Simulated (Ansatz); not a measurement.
AlBNH6OF: geometry relaxation (part 2 of 2)

Continued. System: AlBNH6OF. Method: RKS PBE0/def2-SVP (Ansatz 0.2.0). The input holds or restrains some coordinates. Forces given for the steps count only the free coordinates. It belongs to a series of runs on one base structure; here: pulled along the bonds that form and break, towards end A.

Geometry of the input (Å):
```
B  0.0000  0.0000  0.0000
N  0.0000  0.0000  1.9000
H  -0.8770  -0.2713  2.4300
H  0.8770  0.2713  2.4300
H  1.0305  0.0000  -0.5950
F  -1.1431  0.0000  -0.6600
O  -0.2139  1.6086  0.5392
Al -1.7146  2.5509  0.3706
H  -2.9671  1.9092  -0.3024
H  -1.7772  4.0185  0.8959
H  -0.1432  1.0772  1.5734
```

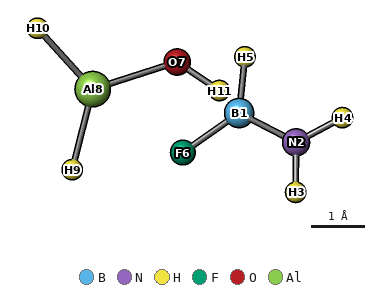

Figure 1. The geometry at step 13 of the log (ball-and-stick view, seen at a tilt; atoms are numbered from 1 in the order of the input).

```
  distance B 0 - O 6 = 2.6038 Å
  distance H 10 - N 1 = 2.2685 Å
  distance B 0 - N 1 = 1.4627 Å
  distance H 10 - O 6 = 0.9819 Å
1111 factors; integrals over basis functions are off by at most 5.5e-4 eV
mean field -13610.50921991 eV, -500.1769882972 hartree, gradient 9.3e-6 eV, S^2 0.000000; 1 other end points of the search recorded, 0 dependent functions left out
the calculation of the forces begins
reference -13610.50925205 eV, -500.1769894781 hartree; 24, 24 occupied and 80, 80 virtual orbitals, 1111 factors
Total energy: -13610.50925205 eV, -500.1769894781 hartree
Atom 0 at     0.167561     0.218758     0.215822 Å, force    -0.397231    -0.971668     2.444636 eV/Å
Atom 1 at    -0.032590    -0.434745     1.509074 Å, force     0.427800     0.884617    -2.371979 eV/Å
Atom 2 at    -0.951789    -0.690672     1.849186 Å, force    -0.014202     0.000159     0.001419 eV/Å
Atom 3 at     0.741387    -0.857146     2.004990 Å, force    -0.023762     0.001043    -0.011723 eV/Å
Atom 4 at     1.233004     0.385559    -0.304205 Å, force     0.008388    -0.021251     0.000065 eV/Å
Atom 5 at    -0.973605     0.599352    -0.461010 Å, force    -0.019949     0.021255    -0.018307 eV/Å
Atom 6 at    -0.360825     2.478368     1.396903 Å, force     0.163370    -0.785782     0.508900 eV/Å
Atom 7 at    -1.739761     2.444006     0.338070 Å, force    -0.027408     0.024774     0.029507 eV/Å
Atom 8 at    -3.111654     1.843385     0.884503 Å, force     0.015377    -0.024924    -0.007422 eV/Å
Atom 9 at    -1.653255     3.420517    -0.904855 Å, force     0.004620    -0.017949    -0.010411 eV/Å
Atom 10 at    -0.247073     1.757017     2.053222 Å, force    -0.137004     0.889727    -0.564686 eV/Å
Dipole moment:     0.254365    -0.853571     0.361246 e Å
```

Trajectory as extended XYZ (Å, eV, eV/Å), 10 of the 23 frames kept, from step=1 to step=23:
```
11
Properties=species:S:1:pos:R:3:forces:R:3 step=1 energy=-13607.33171
B     0.0000    0.0000    0.0000   -0.2928   5.1460   2.8645
N     0.0000    0.0000    1.9000    0.0976  -2.1733   1.0194
H    -0.8770   -0.2713    2.4300    1.9270  -0.1024  -0.3344
H     0.8770    0.2713    2.4300   -1.2509  -1.7106  -0.3251
H     1.0305    0.0000   -0.5950    0.5439  -1.0283   0.2235
F    -1.1431    0.0000   -0.6600   -1.1269  -2.7748  -0.5953
O    -0.2139    1.6086    0.5392   -0.5592   3.2746  -2.8504
Al   -1.7146    2.5509    0.3706    1.2241  -0.6467  -0.5113
H    -2.9671    1.9092   -0.3024   -0.3491  -0.0908  -0.0710
H    -1.7772    4.0185    0.8959    0.1320   0.3133   0.2769
H    -0.1432    1.0772    1.5734   -0.3457  -0.2068   0.3033
11
Properties=species:S:1:pos:R:3:forces:R:3 step=3 energy=-13607.87115
B     0.0190   -0.2362    0.1206   -0.1682   2.7730   2.4589
N     0.0544   -0.3276    1.8110   -0.0877   0.9576  -0.8459
H    -0.8391   -0.2920    2.4090    1.6659  -0.3539  -1.5363
H     0.8337    0.2150    2.3926   -1.8776  -1.9295  -2.1041
H     1.0304   -0.0294   -0.5695   -0.2639  -0.9776   0.9352
F    -1.1221   -0.0589   -0.6240    0.7954  -1.7222   1.4610
O    -0.2127    1.9394    0.6185    1.0236  -0.3573   0.8677
Al   -1.7435    2.5838    0.3576   -0.8971   0.9252  -0.3880
H    -2.9766    1.9036   -0.3066   -0.2633  -0.2088  -0.1389
H    -1.7815    4.0337    0.9026   -0.2953   0.6227   0.1488
H    -0.1906    1.4330    1.4699    0.3683   0.2709  -0.8584
11
Properties=species:S:1:pos:R:3:forces:R:3 step=6 energy=-13609.76464
B     0.1086   -0.2892    0.2580   -1.8676  -0.4743   1.0437
N     0.0897   -0.5224    1.7150    0.5682   1.1358  -1.7828
H    -0.7611   -0.4218    2.2546   -0.2128  -0.2448  -0.1223
H     0.8897   -0.1680    2.2457   -0.1284  -0.5089  -0.2151
H     1.1017   -0.2105   -0.4023    0.2719   0.0303   0.1228
F    -1.0958   -0.3312   -0.4209    1.4261  -0.0973   0.9931
O    -0.2233    2.2713    0.6218   -0.3106  -0.9068   1.2077
Al   -1.8419    2.8315    0.3365    0.1602   0.3045  -0.0188
H    -3.0086    1.9884   -0.3259    0.0808  -0.0208   0.0114
H    -2.0322    4.3098    0.8645   -0.1809   0.1188  -0.0768
H    -0.1554    1.7065    1.4349    0.1933   0.6636  -1.1626
11
Properties=species:S:1:pos:R:3:forces:R:3 step=8 energy=-13610.02676
B     0.0762   -0.2363    0.2681    0.6512  -0.9520   2.2781
N     0.1494   -0.5266    1.7174   -0.1056   0.7700  -1.2981
H    -0.6643   -0.7211    2.3135    0.4363   0.0425  -0.5043
H     1.0294   -0.4728    2.2446   -0.5547  -0.0926  -0.4924
H     1.1101   -0.0859   -0.3431   -0.1903   0.1352   0.0043
F    -1.0880   -0.3665   -0.3479   -0.2058   0.0477  -0.0703
O    -0.3414    2.3089    0.6927   -0.2022  -0.4691   1.0048
Al   -1.8906    2.9826    0.3241    0.2194   0.0266  -0.0702
H    -3.0295    2.0599   -0.2769   -0.0418   0.0140   0.0481
H    -2.0947    4.5456    0.5552    0.0496  -0.0931  -0.0441
H    -0.1853    1.6768    1.4340   -0.0561   0.5708  -0.8560
11
Properties=species:S:1:pos:R:3:forces:R:3 step=11 energy=-13610.16719
B     0.1273   -0.1796    0.2751    0.0169  -0.6383   2.0628
N     0.1652   -0.5598    1.7004   -0.1144   0.8079  -2.2810
H    -0.6466   -0.9178    2.1875   -0.0060  -0.0489  -0.0252
H     1.0323   -0.6155    2.2139    0.0559  -0.0322   0.0150
H     1.1277    0.1435   -0.3163   -0.0305  -0.0825   0.0552
F    -1.0399   -0.2674   -0.3657    0.1112  -0.0839   0.0514
O    -0.4273    2.3138    0.8746   -0.0143  -0.2152   0.8273
Al   -1.9170    2.9833    0.3512    0.0393   0.2053  -0.3775
H    -3.1916    2.0557    0.0859    0.0815   0.1400   0.1764
H    -1.8915    4.5615    0.0033   -0.0118  -0.4154   0.1054
H    -0.2671    1.6466    1.5718   -0.1278   0.3633  -0.6096
11
Properties=species:S:1:pos:R:3:forces:R:3 step=13 energy=-13610.25779
B     0.1466   -0.0998    0.2687    0.1484  -0.8610   2.1338
N     0.1697   -0.5701    1.6660   -0.1063   0.8577  -2.1821
H    -0.6339   -1.0016    2.1068    0.0058  -0.0075  -0.0392
H     1.0382   -0.6741    2.1724    0.0008   0.0022  -0.0151
H     1.1577    0.2455   -0.2867   -0.0230  -0.0138   0.0068
F    -1.0107   -0.1518   -0.3930   -0.0117  -0.0312  -0.0221
O    -0.4661    2.3325    1.0230    0.0365  -0.4503   0.7487
Al   -1.8996    2.9460    0.3165   -0.0846   0.1120  -0.1104
H    -3.2662    2.1295    0.3572    0.0630   0.0549   0.0603
H    -1.7661    4.3965   -0.3335    0.0090  -0.1889   0.0169
H    -0.3982    1.6118    1.6844   -0.0380   0.5259  -0.5976
11
Properties=species:S:1:pos:R:3:forces:R:3 step=16 energy=-13610.31274
B     0.1721    0.0117    0.2406   -0.1096  -0.9646   2.1377
N     0.1178   -0.5476    1.6033    0.0872   0.9067  -2.1360
H    -0.7035   -1.0179    1.9646    0.0006   0.0205  -0.0375
H     0.9645   -0.7094    2.1322   -0.0185  -0.0096  -0.0213
H     1.2086    0.3618   -0.2567    0.0159   0.0142   0.0039
F    -0.9635    0.0336   -0.4715    0.0134   0.0305   0.0135
O    -0.4625    2.3614    1.1818    0.1099  -0.6490   0.8073
Al   -1.8777    2.8705    0.3685   -0.0709  -0.2579  -0.1768
H    -3.2694    2.1952    0.7062   -0.0809   0.0533   0.0780
H    -1.6621    3.9792   -0.7218    0.0021   0.1558  -0.0686
H    -0.4528    1.6261    1.8345    0.0509   0.7000  -0.6002
11
Properties=species:S:1:pos:R:3:forces:R:3 step=18 energy=-13610.38190
B     0.1619    0.1177    0.2272   -0.1882  -0.7737   2.4353
N     0.0469   -0.5085    1.5578    0.3022   0.7955  -2.2099
H    -0.8217   -0.9226    1.8838    0.1065   0.0714  -0.0378
H     0.8767   -0.8050    2.0668   -0.2465   0.0704  -0.1680
H     1.2238    0.4299   -0.2428   -0.0474  -0.1016  -0.0453
F    -0.9819    0.3310   -0.4684   -0.0009   0.0210   0.0313
O    -0.4011    2.4244    1.3122   -0.2029  -0.6153   0.3934
Al   -1.8232    2.6648    0.3406    0.3398  -0.1426   0.0869
H    -3.2217    2.0956    0.8456    0.0376   0.0081  -0.0374
H    -1.6483    3.6464   -0.9050   -0.0117  -0.1374   0.1498
H    -0.3400    1.6907    1.9639   -0.0884   0.8042  -0.5984
11
Properties=species:S:1:pos:R:3:forces:R:3 step=21 energy=-13610.49736
B     0.1542    0.2339    0.2333   -0.2466  -1.1482   2.4090
N    -0.0084   -0.4434    1.5222    0.2932   0.8966  -2.3106
H    -0.9207   -0.7219    1.8742    0.1430   0.0398  -0.0491
H     0.7820   -0.8943    1.9713   -0.1342   0.0906  -0.0381
H     1.2122    0.4033   -0.3071   -0.0706   0.0197   0.0192
F    -1.0061    0.5987   -0.4194    0.0111   0.0279  -0.0290
O    -0.3870    2.4901    1.4121    0.2201  -0.9078   0.5136
Al   -1.7483    2.4565    0.3313   -0.0481   0.0488  -0.0143
H    -3.1436    1.8817    0.8465    0.0248  -0.0050   0.0030
H    -1.6085    3.4121   -0.9253   -0.0201  -0.0185   0.0091
H    -0.2544    1.7476    2.0426   -0.1726   0.9560  -0.5128
11
Properties=species:S:1:pos:R:3:forces:R:3 step=23 energy=-13610.50922
B     0.1676    0.2188    0.2158   -0.3972  -0.9717   2.4446
N    -0.0326   -0.4347    1.5091    0.4278   0.8846  -2.3720
H    -0.9518   -0.6907    1.8492   -0.0142   0.0002   0.0014
H     0.7414   -0.8571    2.0050   -0.0238   0.0010  -0.0117
H     1.2330    0.3856   -0.3042    0.0084  -0.0213   0.0001
F    -0.9736    0.5994   -0.4610   -0.0199   0.0213  -0.0183
O    -0.3608    2.4784    1.3969    0.1634  -0.7858   0.5089
Al   -1.7398    2.4440    0.3381   -0.0274   0.0248   0.0295
H    -3.1117    1.8434    0.8845    0.0154  -0.0249  -0.0074
H    -1.6533    3.4205   -0.9049    0.0046  -0.0179  -0.0104
H    -0.2471    1.7570    2.0532   -0.1370   0.8897  -0.5647
```

Key numbers:

```json
{"quantity": "outcome", "value": "converged under the restraints of the input"}
{"quantity": "total energy", "value": "−13610.5093 eV"}
{"quantity": "mean-field energy", "value": "−13610.5093 eV"}
{"quantity": "largest force (length of the vector) at the end, held atoms and coordinates included", "value": "2.660 eV/Å"}
{"quantity": "wall time", "value": "31 s (CPU time 59 s)"}
{"quantity": "peak memory", "value": "0.23 GiB"}
```
